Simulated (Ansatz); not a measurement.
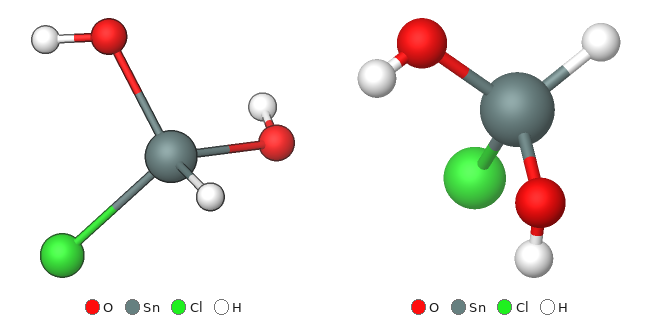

Two views of one molecule.

The computed structure is the end point of a PBE0-D4/def2-TZVP optimisation.

Identify the structure.

The molecule is ClH3O2Sn. Its SMILES string is `[OH][SnH]([OH])[Cl]`. This geometry has C1 symmetry. Coordination: 2 O bent; 1 Sn tetrahedral.

The parts below concern this one geometry. Atoms keep their numbers from picture to picture.

Shape

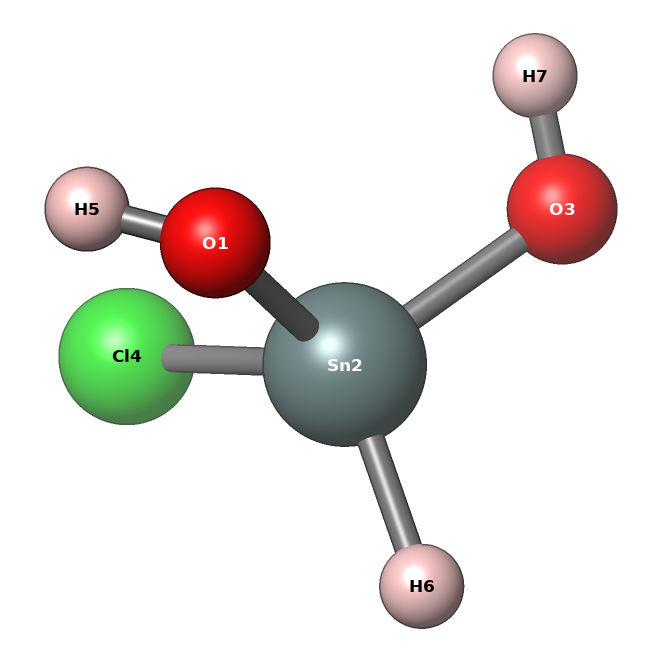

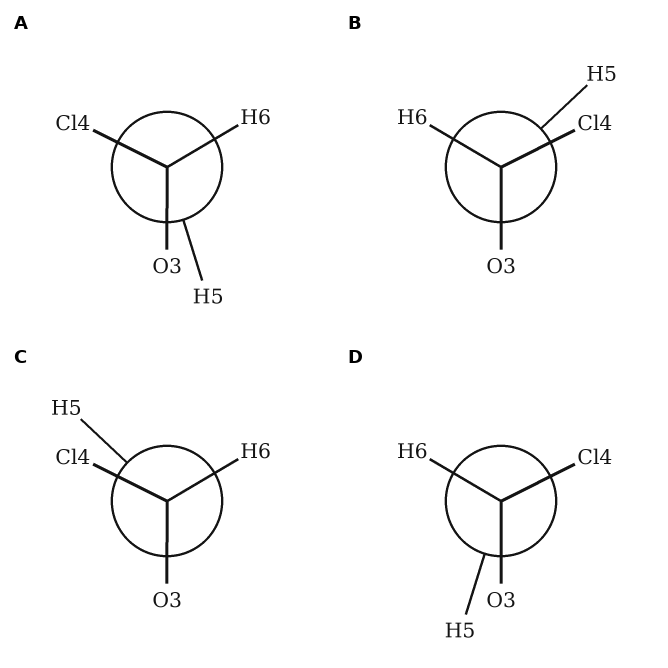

Depth is shown by fading: the farther an atom, the more it takes the colour of the background. Bonds that would overlap in a projection are set slightly apart.

**Which Newman projection shows the view along Sn2–O1, with Sn2 in front?**

C. The torsion angle Cl4–Sn2–O1–H5 is 3°, synperiplanar (eclipsed).

Levels of theory compared

Program: Ansatz 0.2.0.

Compare dipole (D), HOMO energy (eV), HOMO–LUMO gap (eV) at these levels: B3LYP-D4/def2-TZVPP; PBE-D4/def2-TZVPP; r2SCAN-D4/def2-TZVPP; ωB97M-V/def2-TZVPP.

| level | dipole (D) | HOMO energy (eV) | HOMO–LUMO gap (eV) |
| --- | --- | --- | --- |
| B3LYP-D4/def2-TZVPP | 0.75 | −8.78 | 7.08 |
| PBE-D4/def2-TZVPP | 0.73 | −7.36 | 5.05 |
| r2SCAN-D4/def2-TZVPP | 0.76 | −7.76 | 5.73 |
| ωB97M-V/def2-TZVPP | 0.76 | −11.44 | 12.05 |

Vibrations

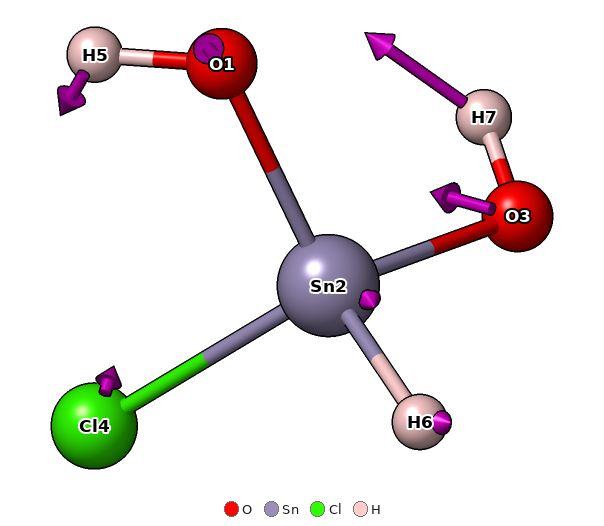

The arrows show one normal mode. Harmonic vibrations computed with RKS PBE0-D4/def2-TZVP, core potentials on Sn (Ansatz 0.2.0) at a stationary point of the same level.

**What kind of motion is it?**

Mostly angle bending.

**Estimate its harmonic wavenumber.**

169 cm⁻¹; it is mode 3 of 15 counted from the lowest.

Charges

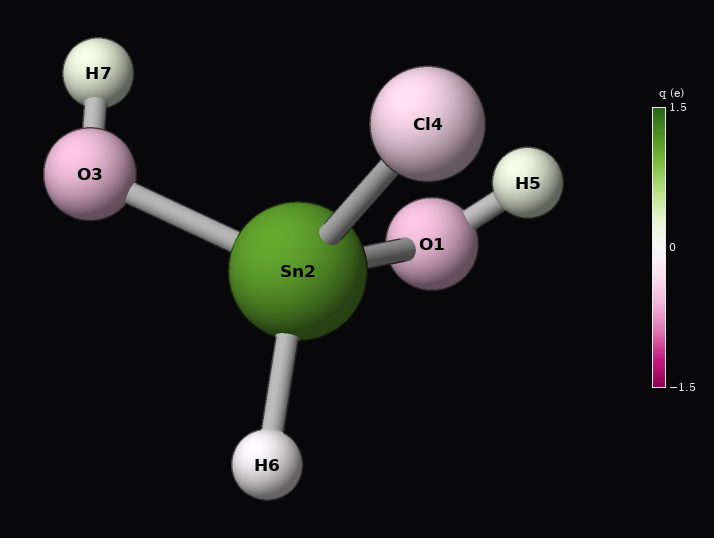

Atoms are coloured by their Mulliken charges. Level of theory: RKS ωB97M-V/def2-TZVPP, core potentials on Sn (Ansatz 0.2.0).

List the Mulliken charges.

| atom | value (e) |
| --- | --- |
| O1 | −0.52 |
| Sn2 | 1.08 |
| O3 | −0.52 |
| Cl4 | −0.35 |
| H5 | 0.18 |
| H6 | −0.05 |
| H7 | 0.18 |

Thermal motion

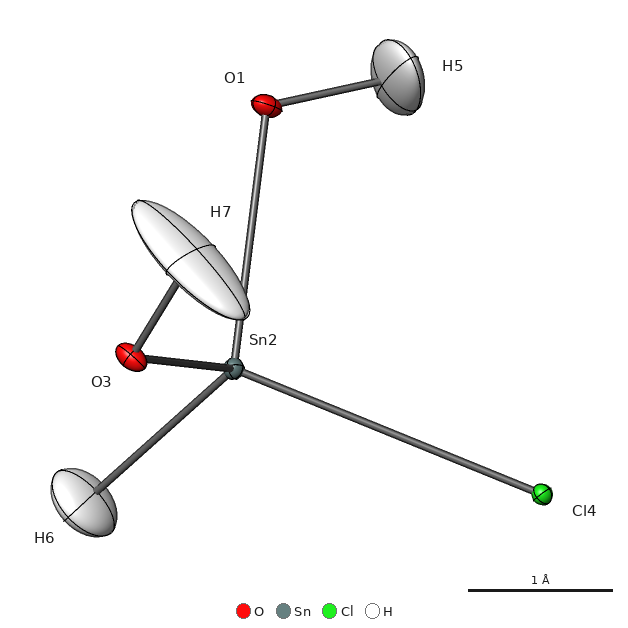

Displacement ellipsoids at the 50 % level, from the internal vibrations of the free molecule (harmonic, no overall translation or rotation; no half-axis is drawn under 0.075 Å). Vibrations computed with RKS PBE0-D4/def2-TZVP, core potentials on Sn (Ansatz 0.2.0). Temperature: 100 K.

Give the displacement parameters, one line for each set of equivalent atoms.

```tsv
atom	U_eq (Å²)	rms amplitudes (Å)
O1	0.0038	0.038, 0.065, 0.076
Sn2	0.00022	0.013, 0.014, 0.017
O3	0.0036	0.037, 0.052, 0.081
Cl4	0.0010	0.023, 0.035, 0.037
H5	0.0449	0.085, 0.170, 0.314
H6	0.0238	0.092, 0.172, 0.182
H7	0.0583	0.076, 0.156, 0.380
```

Mulliken values depend strongly on the basis set and can even reverse the polarity of a bond.
